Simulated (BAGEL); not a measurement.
# Si2PH7 (SMILES [SiH3]P[SiH3]): HF/3-21G (density fitting with qzvpp-jkfit)

Aim: the vertical singlet–triplet gap of Si2PH7 at HF/3-21G (density fitting with qzvpp-jkfit), from 2 runs. 

Program for the calculation: BAGEL 1.2.2.

3 further runs of the same task are left out: 1 that didn't finish, 2 set aside as unsound or not needed. Runs told in other sessions of the task aren't counted.

## (1) The system as given

Si2PH7: 10 atoms, total charge 0, spin state singlet. SMILES: `[SiH3]P[SiH3]`. The shape is that of a PBE0-D4/def2-TZVP optimisation.

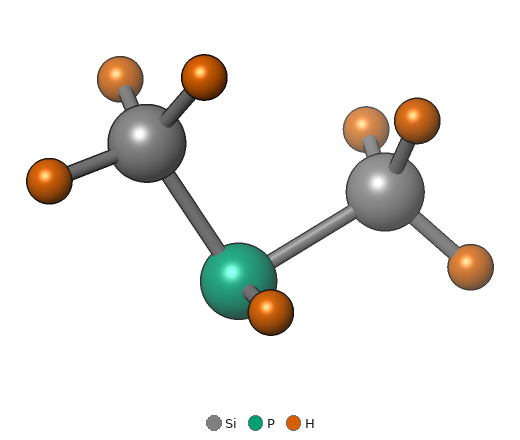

The structure, seen from a chosen angle (silicon grey, phosphorus teal, hydrogen orange).

## (2) The energy at HF/3-21G (density fitting with qzvpp-jkfit)

The input, input.json:

```json
{ "bagel" : [

{
  "title" : "molecule",
  "basis" : "3-21g",
  "df_basis" : "qzvpp-jkfit",
  "angstrom" : "true",
  "geometry" : [
    { "atom" : "Si", "xyz" : [      -1.293600,       0.739000,      -0.772200 ] },
    { "atom" : "P", "xyz" : [      -0.480900,      -1.286900,      -0.226900 ] },
    { "atom" : "Si", "xyz" : [       1.218600,      -0.517700,       1.031000 ] },
    { "atom" : "H", "xyz" : [      -2.304600,       0.574000,      -1.848800 ] },
    { "atom" : "H", "xyz" : [      -0.250300,       1.695000,      -1.230100 ] },
    { "atom" : "H", "xyz" : [      -1.956000,       1.292600,       0.437500 ] },
    { "atom" : "H", "xyz" : [       0.301300,      -1.417200,      -1.407700 ] },
    { "atom" : "H", "xyz" : [       2.134200,      -1.647000,       1.338800 ] },
    { "atom" : "H", "xyz" : [       0.636600,      -0.003100,       2.298000 ] },
    { "atom" : "H", "xyz" : [       1.994800,       0.571500,       0.380300 ] }
  ]
},

{
  "title" : "hf"
},

{
  "title" : "print",
  "file" : "orbitals.molden",
  "orbitals" : "true"
}

]}
```

Launch:

```
BAGEL_NUM_THREADS=1 BAGEL input.json > input.out
```

What it wrote:

```text
* using 1 threads per process

  ===============================================================
  ===============================================================

  *** Geometry ***

  { "atom" : "Si", "xyz" : [     -2.444550,      1.396508,     -1.459247 ] },
  { "atom" : "P", "xyz" : [     -0.908769,     -2.431889,     -0.428779 ] },
  { "atom" : "Si", "xyz" : [      2.302820,     -0.978311,      1.948308 ] },
  { "atom" : "H", "xyz" : [     -4.355063,      1.084703,     -3.493726 ] },
  { "atom" : "H", "xyz" : [     -0.472998,      3.203086,     -2.324552 ] },
  { "atom" : "H", "xyz" : [     -3.696304,      2.442660,      0.826755 ] },
  { "atom" : "H", "xyz" : [      0.569374,     -2.678120,     -2.660167 ] },
  { "atom" : "H", "xyz" : [      4.033053,     -3.112379,      2.529965 ] },
  { "atom" : "H", "xyz" : [      1.203000,     -0.005858,      4.342591 ] },
  { "atom" : "H", "xyz" : [      3.769626,      1.079978,      0.718663 ] },

  Number of auxiliary basis functions:      510

  Since a DF basis is specified, we compute 2- and 3-index integrals:
    o Being stored without compression. Storage requirement is 0.011 GB

  Number of basis functions:       53
  Number of electrons      :       50

    * METHOD: MOLECULE                             0.14

  *** RHF ***

  === Nuclear Repulsion ===
   200.8904997527

      * DIIS with orbital gradients will be used.

  === RHF iteration (3-21g) ===
      0       -917.78476836          0.00791339           0.03
      1       -917.82030138          0.00211067           0.03
      2       -917.82267126          0.00059483           0.03
      3       -917.82293325          0.00010370           0.03
      4       -917.82294720          0.00003668           0.03
      5       -917.82294936          0.00000723           0.03
      6       -917.82294943          0.00000106           0.03
      7       -917.82294943          0.00000023           0.03
      8       -917.82294943          0.00000007           0.03
      9       -917.82294943          0.00000002           0.03
     10       -917.82294943          0.00000001           0.03
    * SCF iteration converged.

    * Permanent dipole moment:
           (   -0.350441,    -0.489216,     0.147178) a.u.

    * METHOD: HF                                   0.40

    * METHOD: PRINT                                0.01

  ===============================================================
```

Wall time 0.74 s (1 thread of AMD EPYC 9R45 (Zen 5), shared host).

## (3) The triplet at the same level

The input, job.json:

```json
{ "bagel": [

{
  "title": "molecule",
  "basis": "3-21g",
  "df_basis": "qzvpp-jkfit",
  "angstrom": true,
  "geometry": [
    { "atom": "Si", "xyz": [   -1.293600,    0.739000,   -0.772200 ] },
    { "atom": "P", "xyz": [   -0.480900,   -1.286900,   -0.226900 ] },
    { "atom": "Si", "xyz": [    1.218600,   -0.517700,    1.031000 ] },
    { "atom": "H", "xyz": [   -2.304600,    0.574000,   -1.848800 ] },
    { "atom": "H", "xyz": [   -0.250300,    1.695000,   -1.230100 ] },
    { "atom": "H", "xyz": [   -1.956000,    1.292600,    0.437500 ] },
    { "atom": "H", "xyz": [    0.301300,   -1.417200,   -1.407700 ] },
    { "atom": "H", "xyz": [    2.134200,   -1.647000,    1.338800 ] },
    { "atom": "H", "xyz": [    0.636600,   -0.003100,    2.298000 ] },
    { "atom": "H", "xyz": [    1.994800,    0.571500,    0.380300 ] }
  ]
},
{ "title": "uhf", "nopen": 2 },
{ "title": "print", "file": "orbitals.molden", "orbitals": true }

]}
```

Launch:

```
BAGEL_NUM_THREADS=1 BAGEL job.json > job.out
```

What it wrote:

```text
* using 1 threads per process

  ===============================================================
  ===============================================================

  *** Geometry ***

  { "atom" : "Si", "xyz" : [     -2.444550,      1.396508,     -1.459247 ] },
  { "atom" : "P", "xyz" : [     -0.908769,     -2.431889,     -0.428779 ] },
  { "atom" : "Si", "xyz" : [      2.302820,     -0.978311,      1.948308 ] },
  { "atom" : "H", "xyz" : [     -4.355063,      1.084703,     -3.493726 ] },
  { "atom" : "H", "xyz" : [     -0.472998,      3.203086,     -2.324552 ] },
  { "atom" : "H", "xyz" : [     -3.696304,      2.442660,      0.826755 ] },
  { "atom" : "H", "xyz" : [      0.569374,     -2.678120,     -2.660167 ] },
  { "atom" : "H", "xyz" : [      4.033053,     -3.112379,      2.529965 ] },
  { "atom" : "H", "xyz" : [      1.203000,     -0.005858,      4.342591 ] },
  { "atom" : "H", "xyz" : [      3.769626,      1.079978,      0.718663 ] },

  Number of auxiliary basis functions:      510

  Since a DF basis is specified, we compute 2- and 3-index integrals:
    o Being stored without compression. Storage requirement is 0.011 GB

  Number of basis functions:       53
  Number of electrons      :       50

    * METHOD: MOLECULE                             0.14

  *** Open-shell HF ***

  === Nuclear Repulsion ===
   200.8904997527

      * DIIS with orbital gradients will be used.

  === UHF iteration (3-21g) ===
      0       -917.54711316          0.01567821           0.06
      1       -917.59201523          0.00466303           0.06
      2       -917.59751376          0.00160728           0.06
      3       -917.59961943          0.00079496           0.06
      4       -917.60078869          0.00046158           0.06
      5       -917.60187174          0.00030366           0.06
      6       -917.60256640          0.00021728           0.06
      7       -917.60303240          0.00016154           0.06
      8       -917.60318996          0.00012539           0.06
      9       -917.60332768          0.00007060           0.06
     10       -917.60334935          0.00007168           0.06
     11       -917.60338867          0.00003201           0.06
     12       -917.60338905          0.00001857           0.06
     13       -917.60338948          0.00001005           0.06
     14       -917.60339018          0.00000746           0.06
     15       -917.60339079          0.00000614           0.06
     16       -917.60339121          0.00000551           0.06
     17       -917.60339138          0.00000556           0.06
     18       -917.60339131          0.00000548           0.06
     19       -917.60339115          0.00000498           0.06
     20       -917.60339112          0.00000410           0.06
     21       -917.60339103          0.00000328           0.06
     22       -917.60339104          0.00000195           0.06
     23       -917.60339104          0.00000126           0.06
     24       -917.60339106          0.00000073           0.06
     25       -917.60339107          0.00000033           0.06
     26       -917.60339108          0.00000014           0.06
     27       -917.60339108          0.00000009           0.06
     28       -917.60339108          0.00000006           0.06
     29       -917.60339108          0.00000004           0.06
     30       -917.60339108          0.00000003           0.06
     31       -917.60339108          0.00000001           0.06
     32       -917.60339108          0.00000001           0.06
    * SCF iteration converged.

    * S^2 (UHF) is 2.0092

    * Permanent dipole moment:
           (    0.109221,     0.386701,     0.116148) a.u.

    * METHOD: UHF                                  2.03

    * METHOD: PRINT                                0.01

  ===============================================================
```

Wall time 2.4 s (1 thread of AMD EPYC 9R45 (Zen 5), shared host).

## (4) Outcome

Level: HF/3-21G (density fitting with qzvpp-jkfit).

| quantity | value |
| --- | --- |
| singlet: total energy | -917.82295 Eh |
| singlet: dipole moment | 1.57 D |
| singlet: HOMO energy | -9.88 eV |
| singlet: LUMO energy | 3.14 eV |
| singlet: HOMO–LUMO gap | 13.02 eV |
| triplet: total energy | -917.60339 Eh |
| triplet: dipole moment | 1.06 D |
| triplet: ⟨S²⟩ | 2.009 |
| vertical energy of the triplet above the singlet | 5.974 eV |

**Reading.** At this shape the triplet lies 5.97 eV (576 kJ/mol) above the singlet.
